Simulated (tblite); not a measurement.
C$_{4}$H$_{8}$FNSi: geometry relaxation (part 4 of 4)

C$_{4}$H$_{8}$FNSi; GFN2-xTB geometry optimisation, gas phase (tblite 0.8.0). It belongs to a series of runs on one base structure; here: Si replaced by C.

Geometry of the input (Å):
```
C  -2.2033  0.4840  0.1661
C  -1.0519  -0.4826  0.1275
F  -0.9239  -0.9478  1.4541
C  0.1576  0.3319  -0.2796
Si 1.7181  -0.6571  -0.3710
C  3.0682  0.3203  0.3279
N  3.9438  0.9611  0.7665
H  -3.1582  0.0211  0.4310
H  -1.9321  1.3134  0.8687
H  -2.2284  0.9649  -0.8412
H  -1.2465  -1.3513  -0.5036
H  0.2979  1.0732  0.5563
H  -0.0884  0.8401  -1.1983
H  1.6661  -1.9597  0.2897
H  1.9766  -0.9035  -1.8162
```

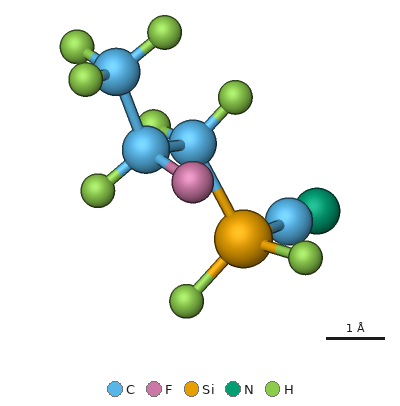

The geometry at step 103 of the log (ball-and-stick view, seen at a tilt).

### Trajectory as extended XYZ, continued
```
15
Properties=species:S:1:pos:R:3:forces:R:3 step=92 energy=-598.04178
C    -2.3010    0.4945    0.1554    0.0030   0.0120   0.0000
C    -1.0815   -0.3682   -0.1260   -0.0210  -0.0170  -0.0060
F    -1.0477   -1.3987    0.8068   -0.0030  -0.0110   0.0140
C     0.2308    0.3951   -0.0465   -0.0030  -0.0240   0.0100
Si    1.7376   -0.7743   -0.0745    0.0020  -0.0500   0.0270
C     3.2095    0.3787   -0.0628    0.0050   0.0260  -0.0020
N     4.1013    1.0975   -0.0505    0.0030  -0.0250  -0.0050
H    -3.1959   -0.1237    0.1863    0.0140   0.0200  -0.0070
H    -2.1887    0.9962    1.1144   -0.0200  -0.0140  -0.0030
H    -2.4105    1.2419   -0.6257   -0.0020  -0.0060   0.0090
H    -1.1832   -0.8703   -1.0974    0.0180   0.0020  -0.0050
H     0.2373    0.9770    0.8770    0.0090   0.0260   0.0230
H     0.2697    1.1060   -0.8714   -0.0120   0.0160  -0.0230
H     1.8277   -1.6112    1.1215   -0.0030   0.0350  -0.0390
H     1.7902   -1.5325   -1.3285    0.0080   0.0110   0.0070
15
Properties=species:S:1:pos:R:3:forces:R:3 step=94 energy=-598.04253
C    -2.3031    0.4903    0.1525   -0.0020   0.0110   0.0070
C    -1.0789   -0.3672   -0.1244   -0.0080   0.0080  -0.0080
F    -1.0463   -1.3996    0.8060   -0.0040  -0.0100   0.0070
C     0.2308    0.4008   -0.0392   -0.0040   0.0000   0.0020
Si    1.7359   -0.7712   -0.0667    0.0110  -0.0080   0.0010
C     3.2174    0.3706   -0.0710   -0.0140   0.0340  -0.0060
N     4.1121    1.0860   -0.0705    0.0020  -0.0330  -0.0030
H    -3.1969   -0.1300    0.1582    0.0040   0.0210  -0.0050
H    -2.2070    0.9736    1.1229   -0.0130  -0.0150  -0.0110
H    -2.4027    1.2529   -0.6156    0.0070  -0.0210   0.0120
H    -1.1710   -0.8658   -1.0988    0.0040  -0.0040   0.0070
H     0.2344    0.9885    0.8813    0.0030  -0.0010   0.0090
H     0.2680    1.1079   -0.8681    0.0020   0.0100  -0.0080
H     1.8316   -1.5995    1.1327   -0.0050   0.0100  -0.0170
H     1.7713   -1.5294   -1.3214    0.0170  -0.0010   0.0120
15
Properties=species:S:1:pos:R:3:forces:R:3 step=96 energy=-598.04278
C    -2.3025    0.4908    0.1508   -0.0140  -0.0020   0.0030
C    -1.0795   -0.3681   -0.1252    0.0050   0.0070   0.0070
F    -1.0515   -1.4035    0.8029    0.0020   0.0010  -0.0050
C     0.2303    0.3996   -0.0344   -0.0020   0.0110  -0.0020
Si    1.7365   -0.7717   -0.0628    0.0000   0.0260  -0.0130
C     3.2159    0.3725   -0.0780   -0.0040   0.0280  -0.0080
N     4.1128    1.0852   -0.0832   -0.0020  -0.0290  -0.0030
H    -3.1988   -0.1252    0.1449   -0.0040   0.0070  -0.0060
H    -2.2123    0.9636    1.1265   -0.0050  -0.0020  -0.0030
H    -2.3947    1.2600   -0.6109    0.0100  -0.0080   0.0070
H    -1.1675   -0.8637   -1.1014   -0.0040  -0.0050   0.0080
H     0.2327    0.9861    0.8874   -0.0010  -0.0120  -0.0030
H     0.2674    1.1090   -0.8625    0.0090  -0.0060   0.0110
H     1.8423   -1.5931    1.1387   -0.0100  -0.0080   0.0050
H     1.7644   -1.5336   -1.3146    0.0210  -0.0090   0.0020
15
Properties=species:S:1:pos:R:3:forces:R:3 step=98 energy=-598.04313
C    -2.3026    0.4913    0.1484   -0.0180  -0.0130  -0.0040
C    -1.0795   -0.3676   -0.1255    0.0030  -0.0090   0.0150
F    -1.0577   -1.4070    0.7988    0.0120   0.0100  -0.0090
C     0.2302    0.3990   -0.0260    0.0000   0.0020  -0.0040
Si    1.7366   -0.7717   -0.0576   -0.0050   0.0270  -0.0080
C     3.2118    0.3770   -0.0912    0.0150   0.0160  -0.0040
N     4.1120    1.0853   -0.1061   -0.0070  -0.0200  -0.0050
H    -3.2020   -0.1194    0.1207   -0.0060  -0.0020  -0.0020
H    -2.2230    0.9472    1.1327   -0.0020   0.0080   0.0010
H    -2.3813    1.2717   -0.6027    0.0080   0.0100   0.0010
H    -1.1625   -0.8603   -1.1035   -0.0080   0.0010   0.0030
H     0.2297    0.9810    0.8986    0.0000  -0.0100  -0.0060
H     0.2718    1.1116   -0.8514    0.0000  -0.0040   0.0170
H     1.8540   -1.5875    1.1464   -0.0120  -0.0060   0.0120
H     1.7582   -1.5427   -1.3033    0.0200  -0.0100  -0.0080
15
Properties=species:S:1:pos:R:3:forces:R:3 step=101 energy=-598.04341
C    -2.3052    0.4895    0.1477    0.0130  -0.0040  -0.0040
C    -1.0786   -0.3667   -0.1217   -0.0040  -0.0050  -0.0050
F    -1.0551   -1.4038    0.8043    0.0060   0.0010   0.0040
C     0.2302    0.4014   -0.0233   -0.0030  -0.0070  -0.0010
Si    1.7361   -0.7686   -0.0570    0.0030  -0.0110   0.0040
C     3.2123    0.3785   -0.0945   -0.0020  -0.0140   0.0030
N     4.1174    1.0800   -0.1151    0.0130   0.0050  -0.0030
H    -3.2036   -0.1211    0.1063   -0.0150  -0.0070   0.0020
H    -2.2346    0.9391    1.1354   -0.0020   0.0040   0.0070
H    -2.3761    1.2759   -0.5979    0.0030   0.0100  -0.0070
H    -1.1598   -0.8619   -1.0986   -0.0060   0.0030  -0.0010
H     0.2297    0.9838    0.9006    0.0000  -0.0030   0.0020
H     0.2747    1.1119   -0.8493   -0.0170   0.0150   0.0030
H     1.8469   -1.5904    1.1450   -0.0020   0.0130  -0.0040
H     1.7613   -1.5397   -1.3037    0.0130   0.0000   0.0010
15
Properties=species:S:1:pos:R:3:forces:R:3 step=103 energy=-598.04351
C    -2.3059    0.4890    0.1480    0.0040   0.0040   0.0010
C    -1.0792   -0.3676   -0.1208    0.0000   0.0040  -0.0050
F    -1.0534   -1.4029    0.8069    0.0000   0.0000   0.0010
C     0.2296    0.4011   -0.0252   -0.0040   0.0020   0.0000
Si    1.7367   -0.7675   -0.0581    0.0020  -0.0070  -0.0040
C     3.2142    0.3788   -0.0912   -0.0050  -0.0200   0.0010
N     4.1218    1.0771   -0.1117    0.0080   0.0040  -0.0010
H    -3.2047   -0.1221    0.1097    0.0010   0.0060  -0.0010
H    -2.2345    0.9419    1.1345    0.0000  -0.0050  -0.0010
H    -2.3771    1.2745   -0.5992    0.0000  -0.0070   0.0010
H    -1.1617   -0.8637   -1.0973   -0.0040  -0.0020   0.0030
H     0.2301    0.9848    0.8980   -0.0020  -0.0050   0.0020
H     0.2717    1.1115   -0.8516   -0.0130   0.0110   0.0010
H     1.8426   -1.5912    1.1432    0.0020   0.0130  -0.0070
H     1.7654   -1.5355   -1.3071    0.0130   0.0020   0.0090
15
Properties=species:S:1:pos:R:3:forces:R:3 step=105 energy=-598.04364
C    -2.3062    0.4886    0.1480   -0.0080   0.0020   0.0030
C    -1.0806   -0.3691   -0.1220    0.0050   0.0060   0.0050
F    -1.0538   -1.4048    0.8054   -0.0030   0.0030  -0.0060
C     0.2277    0.4008   -0.0259    0.0020   0.0090  -0.0030
Si    1.7372   -0.7657   -0.0577   -0.0060   0.0090  -0.0160
C     3.2159    0.3792   -0.0916    0.0010  -0.0190   0.0000
N     4.1277    1.0720   -0.1127    0.0000   0.0040  -0.0010
H    -3.2068   -0.1204    0.1109    0.0110   0.0080  -0.0090
H    -2.2342    0.9413    1.1345    0.0050  -0.0050   0.0040
H    -2.3757    1.2748   -0.5987   -0.0060  -0.0100  -0.0010
H    -1.1634   -0.8640   -1.0990   -0.0040  -0.0040   0.0070
H     0.2277    0.9834    0.8982   -0.0030  -0.0090   0.0000
H     0.2670    1.1133   -0.8509   -0.0030   0.0000   0.0050
H     1.8441   -1.5856    1.1451    0.0000   0.0040   0.0040
H     1.7690   -1.5357   -1.3053    0.0090   0.0010   0.0080
15
Properties=species:S:1:pos:R:3:forces:R:3 step=107 energy=-598.04378
C    -2.3073    0.4865    0.1474   -0.0070   0.0000   0.0020
C    -1.0803   -0.3680   -0.1249    0.0010   0.0010   0.0060
F    -1.0527   -1.4084    0.7974   -0.0040   0.0050  -0.0060
C     0.2263    0.4040   -0.0231    0.0050   0.0020  -0.0050
Si    1.7358   -0.7626   -0.0542   -0.0010   0.0080  -0.0060
C     3.2185    0.3760   -0.1000    0.0140   0.0000   0.0040
N     4.1338    1.0643   -0.1253   -0.0100  -0.0030  -0.0030
H    -3.2081   -0.1215    0.1008    0.0100   0.0050  -0.0080
H    -2.2396    0.9305    1.1381    0.0050  -0.0020   0.0060
H    -2.3726    1.2787   -0.5930   -0.0110  -0.0030  -0.0020
H    -1.1614   -0.8586   -1.1042   -0.0010  -0.0020   0.0060
H     0.2229    0.9830    0.9033   -0.0010  -0.0100   0.0030
H     0.2656    1.1202   -0.8447    0.0010  -0.0030   0.0000
H     1.8471   -1.5728    1.1549   -0.0030   0.0010   0.0050
H     1.7675   -1.5434   -1.2945    0.0010   0.0000  -0.0010
15
Properties=species:S:1:pos:R:3:forces:R:3 step=109 energy=-598.04383
C    -2.3079    0.4857    0.1474    0.0010   0.0020   0.0000
C    -1.0795   -0.3667   -0.1255   -0.0020   0.0000  -0.0020
F    -1.0512   -1.4087    0.7948   -0.0030   0.0030   0.0000
C     0.2266    0.4059   -0.0223    0.0000  -0.0030  -0.0020
Si    1.7350   -0.7619   -0.0531    0.0070  -0.0020   0.0020
C     3.2198    0.3737   -0.1025    0.0130   0.0090   0.0050
N     4.1344    1.0628   -0.1297   -0.0100  -0.0080  -0.0040
H    -3.2072   -0.1237    0.0967    0.0030   0.0020  -0.0020
H    -2.2420    0.9267    1.1396    0.0010  -0.0020   0.0020
H    -2.3735    1.2795   -0.5911   -0.0070   0.0000   0.0000
H    -1.1602   -0.8560   -1.1054    0.0020  -0.0010   0.0020
H     0.2224    0.9834    0.9049    0.0010  -0.0060   0.0040
H     0.2667    1.1230   -0.8429    0.0000   0.0000  -0.0040
H     1.8458   -1.5694    1.1583   -0.0030   0.0040   0.0000
H     1.7663   -1.5463   -1.2910   -0.0020   0.0010  -0.0020
15
Properties=species:S:1:pos:R:3:forces:R:3 step=111 energy=-598.04385
C    -2.3080    0.4860    0.1476    0.0010   0.0010  -0.0020
C    -1.0795   -0.3664   -0.1254   -0.0010   0.0010  -0.0050
F    -1.0516   -1.4084    0.7948   -0.0020   0.0030   0.0030
C     0.2269    0.4057   -0.0227   -0.0020  -0.0030   0.0010
Si    1.7355   -0.7618   -0.0532    0.0080  -0.0040   0.0000
C     3.2206    0.3734   -0.1019    0.0040   0.0060   0.0030
N     4.1347    1.0632   -0.1305   -0.0040  -0.0050  -0.0020
H    -3.2068   -0.1240    0.0962   -0.0010   0.0000   0.0030
H    -2.2423    0.9267    1.1401    0.0000  -0.0030  -0.0040
H    -2.3749    1.2795   -0.5913   -0.0010   0.0000   0.0040
H    -1.1605   -0.8559   -1.1051    0.0010  -0.0010  -0.0020
H     0.2231    0.9820    0.9052    0.0010  -0.0010   0.0010
H     0.2666    1.1231   -0.8431    0.0000   0.0000   0.0000
H     1.8443   -1.5691    1.1587   -0.0020   0.0040  -0.0020
H     1.7673   -1.5460   -1.2914   -0.0010   0.0020   0.0010
```

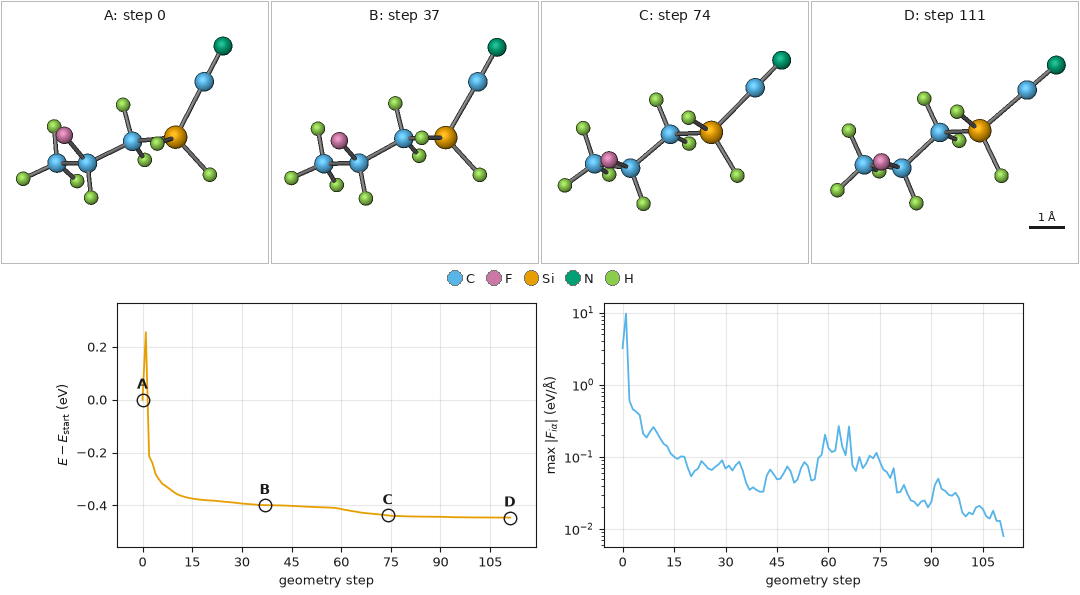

Frames of the relaxation (ball-and-stick view, seen at a tilt) above the curves, on which the letters mark them (steps are counted from 0).

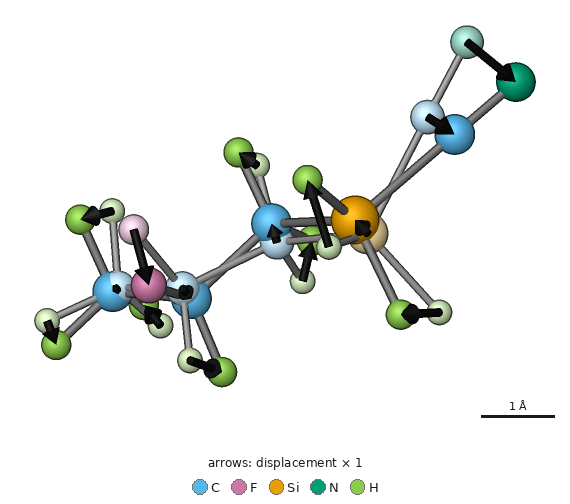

Start (faint) and end (solid) with the displacements as black arrows, at true length (ball-and-stick view, seen at a tilt). The two geometries are laid on each other by the best rigid fit. The largest move after the best rigid fit is that of H14, 0.97 Å. By element the largest moves are H 0.97 Å, N 0.94 Å, F 0.80 Å, C 0.47 Å, Si 0.33 Å. Among the contacts that change: Si5–C6 1.807 → 1.870 Å, C4–Si5 1.850 → 1.908 Å, C4–H12 1.126 → 1.092 Å, C1–H10 1.116 → 1.086 Å. Among the angles that change: C1–C2–C4 105.8° → 113.4°, H14–Si5–H15 107.3° → 113.8°, H9–C1–H10 104.6° → 109.2°. After 111 geometry steps the energy has fallen by 0.446 eV. Largest force component: 3.2 eV/Å at the start, 0.008 eV/Å at the end. (Atoms are counted from 1 in the order of the input.)

### Results in brief

- outcome: converged
- total energy: −598.0439 eV
- wall time: 1.1 s
- peak memory: 0.18 GiB
